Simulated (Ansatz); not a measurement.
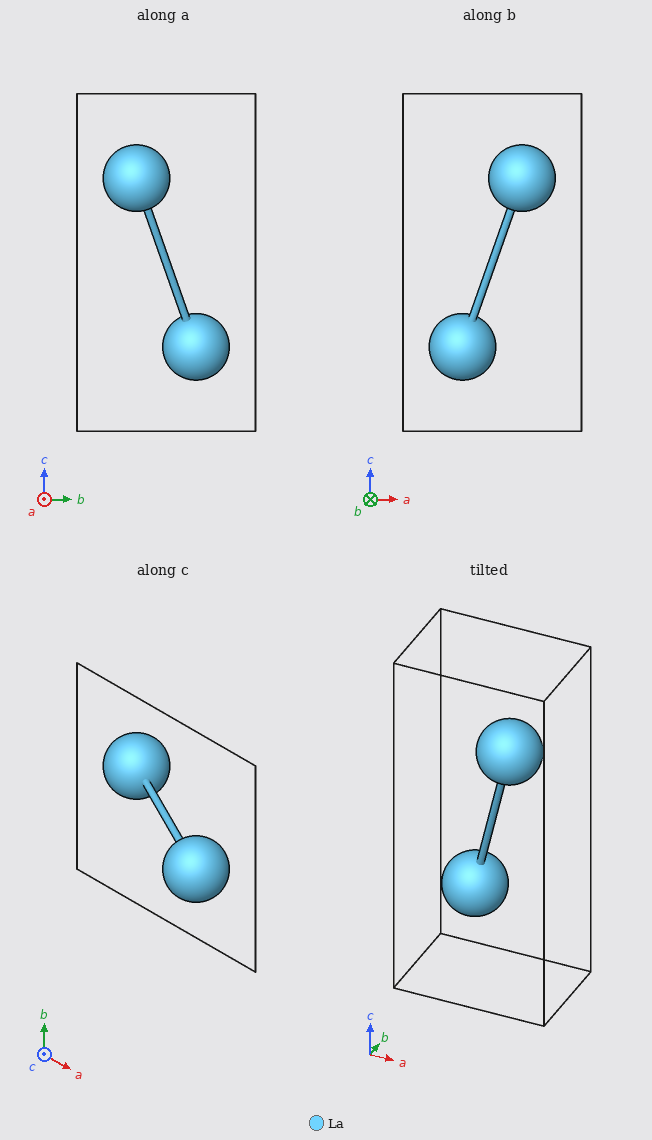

An orthographic ball-and-stick view of the structure, along the a axis, along the b axis, along the c axis and slightly off an axis. Atoms at the boundary of the conventional unit cell (the box) are drawn once for each face, edge or corner they touch.

Lattice parameters: a = 3.905 Å, b = 3.905 Å, c = 6.391 Å, α = 90.00°, β = 90.00°, γ = 120.00°.

**Write down what is shown as a table of Wyckoff sites.**

Space group P6_3/mmc (No. 194).
```csv
atom,site,x,y,z
La,2c,0.3333,0.6667,0.2500
```

Provenance: a structure type filled with this element by a generator (whether the element takes this form wasn't checked). Earlier steps of the study may have refined or changed the cell and positions. A calculation with Ansatz used it as input.
